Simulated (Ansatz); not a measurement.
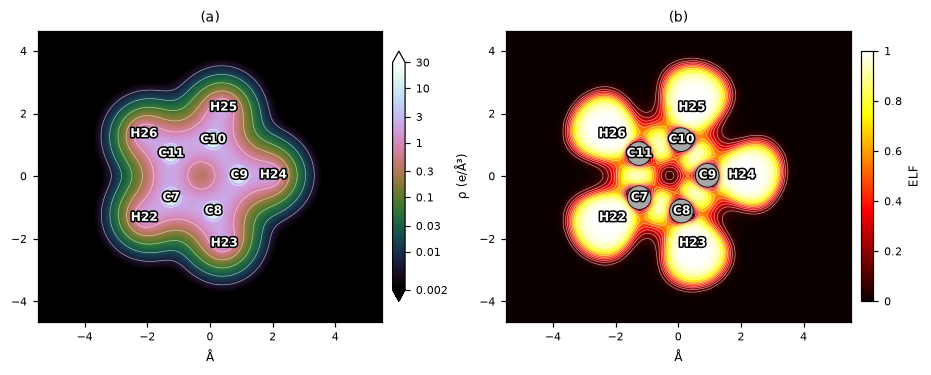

Figure. C7H15N3Zr. (a) electron density; (b) ELF on the plane of atoms C7, C8 and H23. Grey discs cover the atomic cores in the ELF map.

Geometry: PBE0-D4/def2-TZVP; core potentials replace the inner electrons of Zr.

Level of theory: Ansatz 0.2.0, RKS PBE0-D4/def2-TZVPP.

Input file:

```
crystal:
  periodic: [false, false, false]
  atoms:
    - {symbol: C, position_ang: [-1.068600, -2.037217, 1.098165]}
    - {symbol: N, position_ang: [-0.644249, -0.687797, 1.375774]}
    - {symbol: C, position_ang: [-0.350914, -0.494233, 2.772330]}
    - {symbol: Zr, position_ang: [-0.276566, 0.572011, -0.200513]}
    - {symbol: N, position_ang: [-2.119295, 0.592887, -1.116527]}
    - {symbol: N, position_ang: [0.071166, 2.372504, 0.727648]}
    - {symbol: C, position_ang: [0.747190, 0.540734, -2.558453]}
    - {symbol: C, position_ang: [0.742393, -0.787684, -2.074328]}
    - {symbol: C, position_ang: [1.639128, -0.860617, -0.988892]}
    - {symbol: C, position_ang: [2.192378, 0.426020, -0.798742]}
    - {symbol: C, position_ang: [1.648421, 1.285532, -1.775881]}
    - {symbol: H, position_ang: [-1.296147, -2.167707, 0.035060]}
    - {symbol: H, position_ang: [-0.301292, -2.779694, 1.371211]}
    - {symbol: H, position_ang: [-1.981876, -2.295342, 1.656056]}
    - {symbol: H, position_ang: [-1.231877, -0.704355, 3.398586]}
    - {symbol: H, position_ang: [-0.040476, 0.535467, 2.955668]}
    - {symbol: H, position_ang: [0.453751, -1.161893, 3.120121]}
    - {symbol: H, position_ang: [-2.965500, 0.415176, -0.591331]}
    - {symbol: H, position_ang: [-2.369587, 0.752772, -2.080641]}
    - {symbol: H, position_ang: [-0.688870, 2.943218, 1.076466]}
    - {symbol: H, position_ang: [0.916469, 2.922395, 0.760381]}
    - {symbol: H, position_ang: [0.156418, 0.917817, -3.380505]}
    - {symbol: H, position_ang: [0.145423, -1.600045, -2.462938]}
    - {symbol: H, position_ang: [1.857019, -1.739911, -0.400663]}
    - {symbol: H, position_ang: [2.905490, 0.701111, -0.034642]}
    - {symbol: H, position_ang: [1.860012, 2.338848, -1.883439]}
basis:
  gaussian: {orbitals: def2-TZVPP}
hamiltonian: {xc: pbe0, dispersion: d4}
output: {orbitals: {seedname: orbitals}}
```

Run with:

```sh
ansatz run in.yaml --threads 4 --pin off --events-out ev --progress --plain --max-ram 63488MiB --backend cuda --devices 0, --max-vram 37GiB
```

> Describe what can be read from this map.

The plane passes through C and H nuclei.
C–C (1.41 Å): the density is about 2.1 e/Å³ at the midpoint; the ELF peaks at about 0.95 between the atoms, as expected for localised, covalent bonding.
C–H (1.08 Å): ρ at the midpoint is about 2.1 e/Å³; the ELF climbs to about 1 towards the hydrogen, as it does in any bond to H (an ordinary covalent bond to hydrogen).
